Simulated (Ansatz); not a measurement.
**CsPbCl3 (cubic perovskite): scan of one atom of the cell**

Relaxed CsPbCl₃ (cubic perovskite):

```yaml
crystal:
  lattice:
    - [5.61876, 0.00000, 0.00000]
    - [0.00000, 5.61876, 0.00000]
    - [0.00000, 0.00000, 5.61876]
  atoms:
    - { symbol: Cs, position: [0.00000, 0.00000, 0.00000] }
    - { symbol: Pb, position: [0.50000, 0.50000, 0.50000] }
    - { symbol: Cl, position: [0.00000, 0.50000, 0.50000] }
    - { symbol: Cl, position: [0.50000, 0.50000, 0.00000] }
    - { symbol: Cl, position: [0.50000, 0.00000, 0.50000] }
```

In each cell atom 2 (Pb, nearest neighbour Cl at 2.809 Å; its periodic images, 5.6 Å or more away, move with it) moves by s·(0.707, 0.707, 0.000) (along Cartesian [110]), the rest being held.

All values below come from PBEsol (plane waves to 420 eV, PAW, scalar-relativistic; Ansatz, an electronic-structure program). k mesh 5×5×5 (Γ-centred), Fermi-Dirac smearing 0.05 eV. Energies are smeared free energies. CsPbCl3 was relaxed with its symmetry unable to fall. Spin-orbit coupling is left out, though Pb is heavy. The PAW data are Ansatz's earlier set. This is a high-temperature form of CsPbCl3. The zero of ΔE is the undisplaced structure.

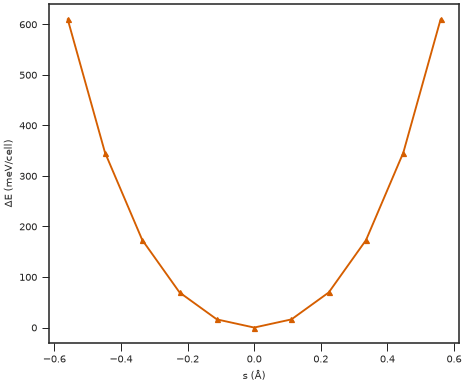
Fig. 1. ΔE (meV/cell) against s (Å); one marker a computed point.

The energy at s = 0.560 Å comes out as 610 meV/cell and the force along the line at s = -0.560 Å is 2.83 eV/Å. The force constant k = d²E/ds² at s = 0 (finite differences) is 2.52 eV/Å². Shape of the curve: a single well with its minimum at or next to zero displacement. Symmetry of the curve: even: the same for both signs.

With its periodic images moving along, the atom's site symmetry in this cell is m-3m.

(For displaced atoms, the force is minus the slope of the energy, and its curvature is a force constant, which sets phonon frequencies.)
